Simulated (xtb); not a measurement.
# Frequency calculation, with input and output: BHCl2

- system: BHCl2
- method: GFN2-xTB (xtb 6.7.1 later snapshot)

The geometry was optimised with GFN2-xTB.

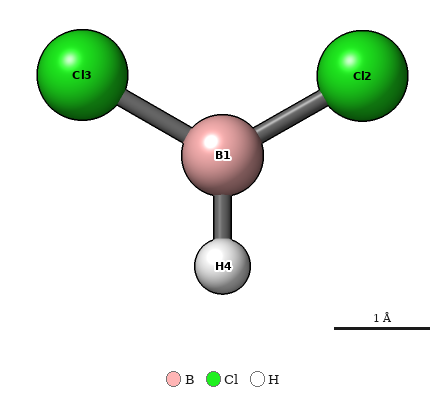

*The structure (ball-and-stick view, seen on its broad side; atoms are numbered from 1 in the order of the input).*

Bond lengths as drawn: B–Cl 1.70 Å and B–H 1.17 Å.

## Results in brief

```tsv
quantity	value
outcome	converged
electrons treated	18
total energy	−10.903249 hartree
dispersion energy	−0.001968 hartree
basis functions	25
HOMO	−11.93 eV
LUMO	−7.67 eV
zero-point energy	0.013717 hartree
dipole moment	0.99 D
wavenumbers, lowest and highest	274 and 2615 cm⁻¹
hardware	1 thread of Arm Neoverse V1, 24 GiB of memory available, shared host
peak memory	0.073 GiB
```

## Notes

Settings chosen away from the usual ones: method = gfn2-xtb; task = frequencies; x = {"hess_step": 0.1}; geo = {"prev": "A"}. These settings are looser than, or depart from, a standard set-up, so the numbers are not reference values for this system.

## Input (coord)
```
$coord
     -0.127443129845     -0.212216243795      0.000793684972  b
      3.086508576613     -0.275181918268      0.024169597134  cl
     -1.688054552606      2.598751366585     -0.032635570172  cl
     -1.270991996901     -2.111372101783      0.007672288066  h
$end
```

## File xtb.inp
```
$chrg 0
$spin 0
$hess
   step=0.1
$end
```

Command:
```bash
xtb coord -I xtb.inp --gfn 2 --hess > xtb.out 2> xtb.err
```

## What the program printed
```
* xtb version 6.7.1
   ID    Z sym.   atoms
    1    5 b      1
    2   17 cl     2, 3
    3    1 h      4

           -------------------------------------------------
          |                Calculation Setup                |
           -------------------------------------------------

          program call               : xtb coord -I xtb.inp --gfn 2 --hess
          coordinate file            : coord
          omp threads                :                     1

           -------------------------------------------------
          |                 G F N 2 - x T B                 |
           -------------------------------------------------

      * Hamiltonian:
        H0-scaling (s, p, d)           1.850000    2.230000    2.230000
        zeta-weighting                 0.500000
      * Dispersion:
        s8                             2.700000
        a1                             0.520000
        a2                             5.000000
        s9                             5.000000
      * Repulsion:
        kExp                           1.500000    1.000000
        rExp                           1.000000
      * Coulomb:
        alpha                          2.000000
        third order                    shell-resolved
        anisotropic                    true
        a3                             3.000000
        a5                             4.000000
        cn-shift                       1.200000
        cn-exp                         4.000000
        max-rad                        5.000000

          ...................................................
          :                      SETUP                      :
          :.................................................:
          :  # basis functions                  25          :
          :  # atomic orbitals                  23          :
          :  # shells                            9          :
          :  # electrons                        18          :
          :  max. iterations                   250          :
          :  Hamiltonian                  GFN2-xTB          :
          :  restarted?                      false          :
          :  GBSA solvation                  false          :
          :  PC potential                    false          :
          :  electronic temp.          300.0000000     K    :
          :  accuracy                    1.0000000          :
          :  -> integral cutoff          0.2500000E+02      :
          :  -> integral neglect         0.1000000E-07      :
          :  -> SCF convergence          0.1000000E-05 Eh   :
          :  -> wf. convergence          0.1000000E-03 e    :
          :  Broyden damping             0.4000000          :
          :  net charge                          0          :
          :  unpaired electrons                  0          :
          ...................................................

 iter      E             dE          RMSdq      gap      omega  full diag
   1    -10.7595744 -0.107596E+02  0.109E+01    5.99       0.0  T
   2    -10.8817602 -0.122186E+00  0.768E+00    3.24       1.0  T
   3    -10.9106245 -0.288643E-01  0.443E+00    4.63       1.0  T
   4    -10.9252376 -0.146131E-01  0.140E+00    4.04       1.0  T
   5    -10.9177802  0.745737E-02  0.171E+00    4.71       1.0  T
   6    -10.9305732 -0.127930E-01  0.253E-01    4.28       1.0  T
   7    -10.9305089  0.643132E-04  0.214E-01    4.29       1.0  T
   8    -10.9306117 -0.102747E-03  0.141E-01    4.24       1.0  T
   9    -10.9306191 -0.747270E-05  0.526E-02    4.26       1.0  T
  10    -10.9306217 -0.258228E-05  0.618E-03    4.26       8.1  T
  11    -10.9306216  0.951553E-07  0.562E-03    4.26       8.9  T
  12    -10.9306216  0.188648E-07  0.637E-03    4.26       7.9  T
  13    -10.9306217 -0.152432E-06  0.153E-03    4.26      32.7  T
  14    -10.9306218 -0.106716E-07  0.868E-05    4.26     576.1  T
  15    -10.9306218 -0.119353E-10  0.315E-05    4.26    1588.9  T

   *** convergence criteria satisfied after 15 iterations ***

         #    Occupation            Energy/Eh            Energy/eV
      -------------------------------------------------------------
         1        2.0000           -1.0693906             -29.0996
       ...           ...                  ...                  ...
         3        2.0000           -0.5650445             -15.3756
         4        2.0000           -0.5169383             -14.0666
         5        2.0000           -0.5033234             -13.6961
         6        2.0000           -0.4881909             -13.2843
         7        2.0000           -0.4513220             -12.2811
         8        2.0000           -0.4422544             -12.0344
         9        2.0000           -0.4383343             -11.9277 (HOMO)
        10                         -0.2818279              -7.6689 (LUMO)
        11                         -0.0726322              -1.9764
        12                         -0.0531684              -1.4468
        13                         -0.0055252              -0.1503
        14                         -0.0015320              -0.0417
       ...                                ...                  ...
        23                          0.3740071              10.1773
      -------------------------------------------------------------
                  HL-Gap            0.1565064 Eh            4.2588 eV
             Fermi-level           -0.3600811 Eh           -9.7983 eV

 SCC (total)                   0 d,  0 h,  0 min,  0.003 sec
 SCC setup                      ...        0 min,  0.000 sec (  1.839%)
 Dispersion                     ...        0 min,  0.000 sec (  0.595%)
 classical contributions        ...        0 min,  0.000 sec (  0.144%)
 integral evaluation            ...        0 min,  0.000 sec ( 13.376%)
 iterations                     ...        0 min,  0.002 sec ( 64.877%)
 molecular gradient             ...        0 min,  0.001 sec ( 17.433%)
 printout                       ...        0 min,  0.000 sec (  1.390%)

         :::::::::::::::::::::::::::::::::::::::::::::::::::::
         ::                     SUMMARY                     ::
         :::::::::::::::::::::::::::::::::::::::::::::::::::::
         :: total energy             -10.903248803300 Eh    ::
         :: gradient norm              0.000098642139 Eh/a0 ::
         :: HOMO-LUMO gap              4.258755216443 eV    ::
         ::.................................................::
         :: SCC energy               -10.930621672268 Eh    ::
         :: -> isotropic ES            0.034570168547 Eh    ::
         :: -> anisotropic ES          0.000559421035 Eh    ::
         :: -> anisotropic XC         -0.001730568992 Eh    ::
         :: -> dispersion             -0.001967767299 Eh    ::
         :: repulsion energy           0.027372868967 Eh    ::
         :: add. restraining           0.000000000000 Eh    ::
         :: total charge               0.000000000000 e     ::
         :::::::::::::::::::::::::::::::::::::::::::::::::::::

           -------------------------------------------------
          |                Numerical Hessian                |
           -------------------------------------------------
step length          :   0.10000
SCC accuracy         :   0.30000
Hessian scale factor :   1.00000
frozen atoms in %    :   0.00000    0
RMS gradient         :   0.00010
estimated CPU  time      0.00 min

writing file <hessian>, containing the non-mass-weighted Hessian matrix in atomic units (Eₕ/Bohr²).

 projected vibrational frequencies (cm⁻¹)
eigval :       -0.00    -0.00    -0.00     0.00     0.00     0.00
eigval :      274.12   665.74   693.40   755.17  1017.96  2614.83
           -------------------------------------------------
          |                Property Printout                |
           -------------------------------------------------

    * Orbital Energies and Occupations

         #    Occupation            Energy/Eh            Energy/eV
      -------------------------------------------------------------
         1        2.0000           -1.0693905             -29.0996
         2        2.0000           -1.0680266             -29.0625
         3        2.0000           -0.5650445             -15.3756
         4        2.0000           -0.5169382             -14.0666
         5        2.0000           -0.5033233             -13.6961
         6        2.0000           -0.4881908             -13.2843
         7        2.0000           -0.4513220             -12.2811
         8        2.0000           -0.4422543             -12.0344
         9        2.0000           -0.4383342             -11.9277 (HOMO)
        10                         -0.2818278              -7.6689 (LUMO)
        11                         -0.0726322              -1.9764
        12                         -0.0531684              -1.4468
        13                         -0.0055252              -0.1503
        14                         -0.0015320              -0.0417
        15                         -0.0009014              -0.0245
        16                         -0.0008265              -0.0225
        17                         -0.0007747              -0.0211
        18                         -0.0006465              -0.0176
        19                          0.0008052               0.0219
        20                          0.0255106               0.6942
       ...                                ...                  ...
        23                          0.3740072              10.1773
      -------------------------------------------------------------
                  HL-Gap            0.1565064 Eh            4.2588 eV
             Fermi-level           -0.3600810 Eh           -9.7983 eV

     #   Z          covCN         q      C6AA      α(0)
     1   5          2.585     0.389    16.468     6.908
     2  17          0.929    -0.173   104.567    15.644
     3  17          0.929    -0.173   104.575    15.645
     4   1          0.938    -0.043     3.924     3.097

 Mol. C6AA /au·bohr⁶  :        700.915154
 Mol. C8AA /au·bohr⁸  :      27063.438900
 Mol. α(0) /au        :         41.294175

Wiberg/Mayer (AO) data.
largest (>0.10) Wiberg bond orders for each atom

 ---------------------------------------------------------------------------
     #   Z sym  total        # sym  WBO       # sym  WBO       # sym  WBO
 ---------------------------------------------------------------------------
     1   5      3.348 --     2      1.190     3      1.190     4      0.968
     2  17      1.283 --     1      1.190
     3  17      1.282 --     1      1.190
     4   1      0.998 --     1      0.968
 ---------------------------------------------------------------------------

Topologies differ in total number of bonds
Writing topology from bond orders to xtbtopo.mol

molecular dipole:
                 x           y           z       tot (Debye)
 q only:       -0.236      -0.394       0.001
   full:       -0.201      -0.335       0.001       0.992
molecular quadrupole (traceless):
                xx          xy          yy          xz          yz          zz
 q only:       -1.525       1.202      -0.255      -0.033       0.025       1.780
  q+dip:       -2.511       2.361      -0.010      -0.055       0.037       2.521
   full:       -2.631       1.697      -0.833      -0.057       0.046       3.464

           -------------------------------------------------
          |               Frequency Printout                |
           -------------------------------------------------
 projected vibrational frequencies (cm⁻¹)
eigval :       -0.00    -0.00    -0.00     0.00     0.00     0.00
eigval :      274.12   665.74   693.40   755.17  1017.96  2614.83
 reduced masses (amu)
    1:      2.43    2:     33.04    3:     22.10    4:     23.65    5:     27.04    6:     18.81
    7:     20.09    8:      1.49    9:      8.28   10:      5.90   11:      1.15   12:      1.08
 IR intensities (km·mol⁻¹)
    1:      3.84    2:      0.11    3:      0.17    4:      0.01    5:      0.05    6:      0.09
Molecule has the following symmetry elements: (C2) 2*(sigma)
It seems to be the C2v point group
    7:      4.26    8:     20.42    9:      3.42   10:     46.42   11:    227.96   12:     46.43
 Raman intensities (Ä⁴*amu⁻¹)
    1:      0.00    2:      0.00    3:      0.00    4:      0.00    5:      0.00    6:      0.00
    7:      0.00    8:      0.00    9:      0.00   10:      0.00   11:      0.00   12:      0.00
 output can be read by thermo (or use thermo option).
 writing <g98.out> molden fake output.
 recommended (thermochemical) frequency scaling factor: 1.0
           -------------------------------------------------
          |             Thermodynamic Functions             |
           -------------------------------------------------

c2v symmetry found (for desy threshold:  0.10E+00) used in thermo

          ...................................................
          :                      SETUP                      :
          :.................................................:
          :  # frequencies                           6      :
          :  # imaginary freq.                       0      :
          :  linear?                             false      :
          :  only rotor calc.                    false      :
          :  symmetry                              c2v      :
          :  rotational number                       2      :
          :  scaling factor                  1.0000000      :
          :  rotor cutoff                   50.0000000 cm⁻¹ :
          :  imag. cutoff                  -20.0000000 cm⁻¹ :
          :.................................................:

    mode    ω/cm⁻¹     T·S(HO)/kcal·mol⁻¹    T·S(FR)/kcal·mol⁻¹   T·S(vib)
   ------------------------------------------------------------------------
       1    274.12    -0.46813 ( 99.89%)    -0.55232 (  0.11%)    -0.46822
   ------------------------------------------------------------------------

   temp. (K)  partition function   enthalpy   heat capacity  entropy
                                   cal/mol     cal/K/mol   cal/K/mol   J/K/mol
 298.15  VIB   1.52                  516.339      4.545      2.568
         ROT  0.196E+05              888.727      2.981     22.621
         INT  0.299E+05             1405.066      7.526     25.189
         TR   0.230E+26             1481.212      4.968     39.153
         TOT                        2886.2787    12.4937    64.3421   269.2073

       T/K    H(0)-H(T)+PV         H(T)/Eh          T*S/Eh         G(T)/Eh
   ------------------------------------------------------------------------
    298.15    0.459958E-02    0.183169E-01    0.305710E-01   -0.122541E-01
   ------------------------------------------------------------------------

         :::::::::::::::::::::::::::::::::::::::::::::::::::::
         ::                  THERMODYNAMIC                  ::
         :::::::::::::::::::::::::::::::::::::::::::::::::::::
         :: total free energy         -10.915502873264 Eh   ::
         ::.................................................::
         :: total energy              -10.903248803301 Eh   ::
         :: zero point energy           0.013717358096 Eh   ::
         :: G(RRHO) w/o ZPVE           -0.025971428060 Eh   ::
         :: G(RRHO) contrib.           -0.012254069963 Eh   ::
         :::::::::::::::::::::::::::::::::::::::::::::::::::::

           -------------------------------------------------
          | TOTAL ENERGY              -10.903248803301 Eh   |
          | TOTAL ENTHALPY            -10.884931867276 Eh   |
          | TOTAL FREE ENERGY         -10.915502873264 Eh   |
          | GRADIENT NORM               0.000098393927 Eh/α |
          | HOMO-LUMO GAP               4.258757127817 eV   |
           -------------------------------------------------

------------------------------------------------------------------------
------------------------------------------------------------------------
 total:
 *  cpu-time:     0 d,  0 h,  0 min,  0.058 sec
 * ratio c/w:     1.000 speedup
 SCF:
 *  cpu-time:     0 d,  0 h,  0 min,  0.003 sec
 * ratio c/w:     0.999 speedup
 analytical hessian:
 *  cpu-time:     0 d,  0 h,  0 min,  0.047 sec
 * ratio c/w:     1.000 speedup
```

## File vibspectrum
```
$vibrational spectrum
#  mode     symmetry     wave number   IR intensity    selection rules
#                         cm**(-1)      (km*mol⁻¹)        IR
     1                      -0.00         0.00000          -
     2                      -0.00         0.00000          -
     3                      -0.00         0.00000          -
     4                       0.00         0.00000          -
     5                       0.00         0.00000          -
     6                       0.00         0.00000          -
     7        a            274.12         4.26360         YES
     8        a            665.74        20.41741         YES
     9        a            693.40         3.42186         YES
    10        a            755.17        46.41546         YES
    11        a           1017.96       227.95654         YES
    12        a           2614.83        46.43066         YES
$end
```

## Standard error
```
normal termination of xtb
```

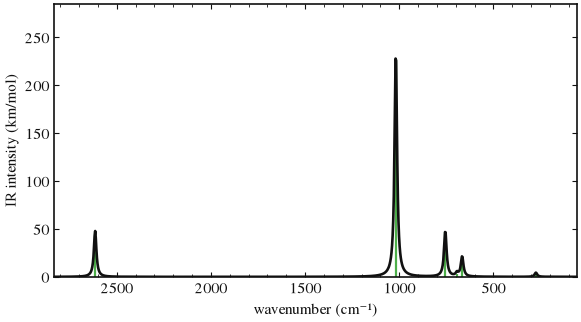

*Harmonic infrared spectrum, unscaled: sticks (degenerate modes added up, dark ones marked on the axis) with a Lorentzian envelope of 16 cm⁻¹ full width, scaled to the tallest stick.*

6 modes from 274 to 2615 cm⁻¹, none imaginary. The strongest line is at 1018 cm⁻¹ (228 km/mol). All modes, in cm⁻¹ (km/mol): 274 (4.3), 666 (20), 693 (3.4), 755 (46), 1018 (228), 2615 (46).
